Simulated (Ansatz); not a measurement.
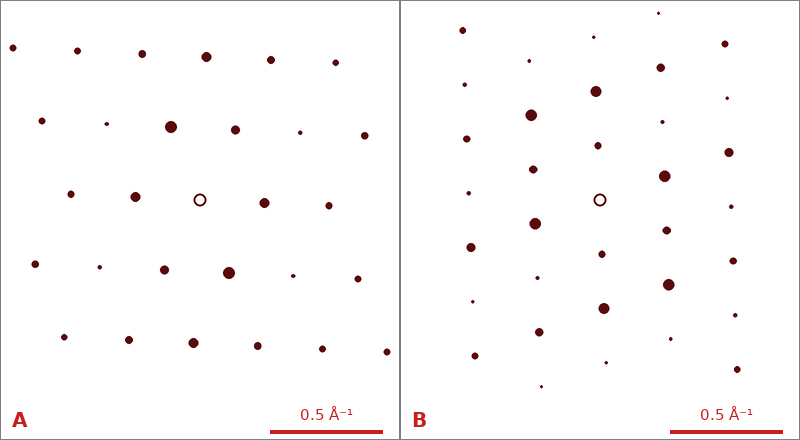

Kinematic electron diffraction patterns (300 kV, B = 0.5 Å², same scale, each along a low-index zone) of two structures of composition Zr2B3, each relaxed at zero pressure with Ansatz, DFT PBE, scalar-relativistic, plane waves, PAW.

The structures (standard cells):
1. R-3c (No. 167), a = 5.290 Å, c = 18.200 Å (hexagonal axes), 30 atoms; generated start, possibly hypothetical
2. P-3m1 (No. 164), a = 3.973 Å, c = 4.970 Å (hexagonal axes), 5 atoms; generated start, possibly hypothetical

> Which pattern belongs to which structure, and along which zone?

A is structure 2 along [101] or an equivalent direction: centred rectangular net of 0 1 0 at d = 3.44 Å and 1 0 -1 at d = 2.83 Å, 65.7° apart. B is structure 1 along [100] or an equivalent direction: oblique net of 0 1 2 at d = 4.09 Å and 0 1 -4 at d = 3.23 Å, 71.9° apart (some points of this net are extinct or too weak to see).

> Which structure lies lowest at this level of theory, and by how much?

Structure 1 (R-3c, 14.70 Å³ an atom) is the lowest of these; structure 2 (P-3m1, 13.59 Å³ an atom) lies about 440 meV an atom higher. These are static energies at 0 K; other structures, not shown, may lie lower still.
